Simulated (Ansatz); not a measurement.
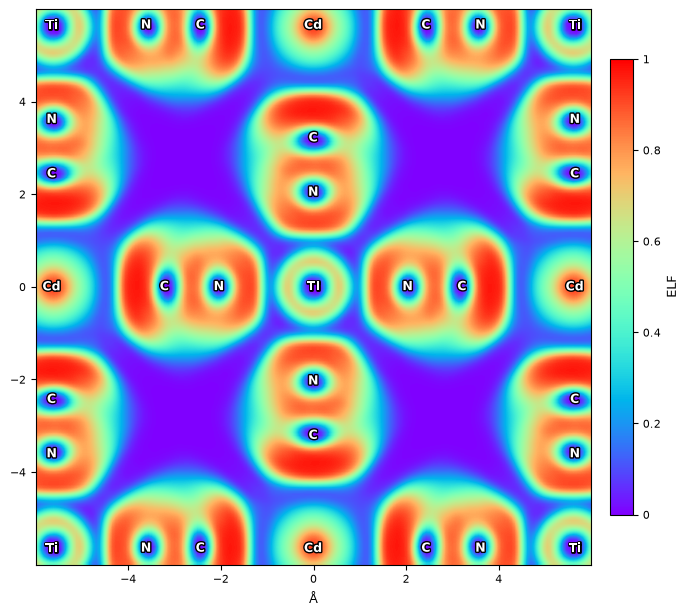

Figure. TiCdC6N6. ELF on the (010) plane of the conventional cell.

Space group Fm-3m; a structure generated by program, which may or may not match a known phase; computed without spin polarisation.

Theory: DFT PBE, scalar-relativistic, plane waves, PAW in Ansatz.

TiCdC6N6, 56 atoms, a = 11.30 Å, b = 11.30 Å, c = 11.30 Å, α = 90.00°, β = 90.00°, γ = 90.00°.

What do the fields say about this system?

Answer.
- Atoms in the plane: Ti, Cd, C and N.
- C–N (1.17 Å): the ELF peaks at about 0.85 between the atoms (inside overlapping PAW spheres, so only a guide): a multiple bond.
- Ti–N (2.04 Å): the ELF peaks at about 0.90 in the valence shell of N, 0.7 Å from its nucleus, and is about 0.30 at the midpoint; no shared electron pair shows on this line.
- Cd–C (2.44 Å): the ELF is about 0.15 at the midpoint; no localised pair shows between them.
- The features right at Ti and Cd lie inside the PAW spheres, where the map follows smoothed inner orbitals and isn't to be read closely.
